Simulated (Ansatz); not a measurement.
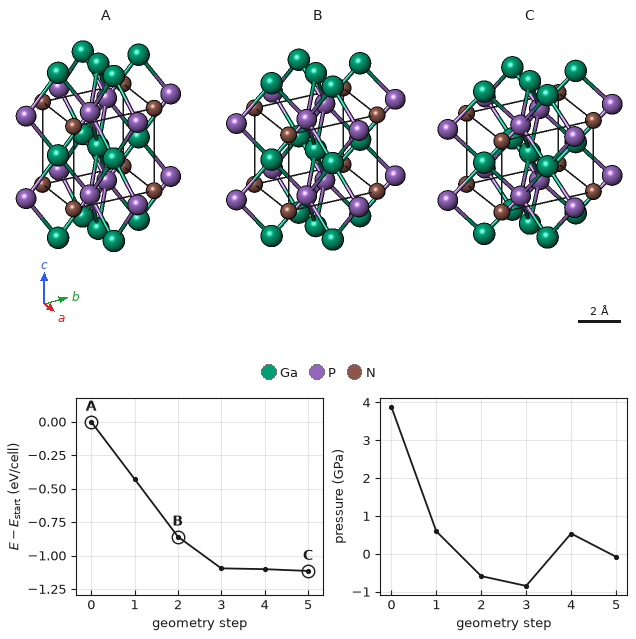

Frames of a relaxation of a crystal of Ga$_{3}$P$_{2}$N (a generated structure, set up in P6/mmm), marked on the history of the run. A ball-and-stick model of the cell of the calculation, seen slightly off an axis.

All numbers below come from Ansatz 0.2.0, DFT PBE, scalar-relativistic, plane waves, PAW. (plane-wave cutoff 420 eV; k-point mesh 12 × 12 × 10; occupations gaussian; smearing width 0.1 eV; collinear spin; cell and atoms relaxed; force threshold 0.01 eV/Å; at most 80 steps)

### Describe the path.

The run was cut off at its time limit before the relaxation converged, so the last structure is only a point on the way. The atoms keep their places relative to the cell (all moves are under 0.005 Å). The drawn cell changes as follows: a = b 5.521 → 6.274 Å (+13.6 %), c 4.054 → 3.497 Å (−13.8 %); the volume changes by +11.4 %. Near-neighbour distances that change, for instance: Ga–P 2.579 → 2.517 Å. Bond angles that change, for instance: P–Ga–P 76.3° → 92.0°, P–Ga–P 103.7° → 88.0°, Ga–P–Ga 103.7° → 88.0°. The space group stays P6/mmm (No. 191). Over 5 geometry steps the energy falls by 1.115 eV per cell of the calculation. All forces vanish by symmetry, so only the cell relaxes. Pressure: 3.88 GPa at the start and −0.08 GPa at the end. From step 0 to 2: volume +11.7 %, energy −0.859 eV per cell of the calculation. From step 2 to 5: volume −0.3 %, energy −0.256 eV per cell of the calculation.
